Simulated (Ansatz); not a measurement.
# A computed series for SrO: response to strain

Consider SrO in the rock salt structure (space group Fm-3m, No. 225; a = 5.122 Å).

Strains are applied to the cell and any free atomic positions relax.

Calculations: Kohn–Sham DFT with the PBEsol functional, run in Ansatz (a program for electronic structure) with PAW and 420 eV plane waves, no SOC.

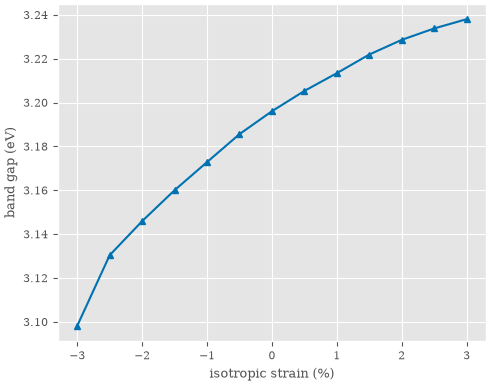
Fig. 1. Band gap against isotropic strain

Q: From the plot, what is the band gap for isotropic strain −0.50 %?

A: About 3.19 eV.

Q: Is the trend monotonic over the range shown?

A: Yes, it rises throughout, spanning 3.10 eV to 3.24 eV.

Whether these cells are dynamically stable was not tested.
